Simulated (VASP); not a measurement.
Band structure of MgSe (space group Fm-3m). These are PBEsol GGA, VASP's PBE PAW potentials (set 64) (plane waves; VASP 6.6.1) values and carry that method's errors.

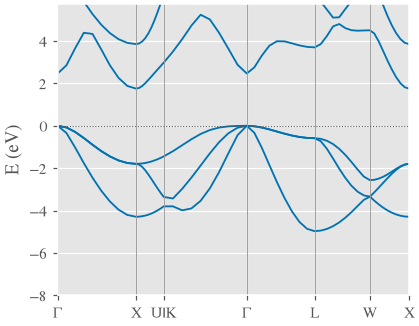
*Bands along high-symmetry lines, zero at the valence-band maximum or, without a gap, the Fermi level*

Read the plot: is there a gap, and where are the band edges?

The gap is indirect, 1.75 eV, from the valence maximum at Γ to the conduction minimum at X.

The structure is a typed MgSe crystal. The cell was not relaxed at this level.
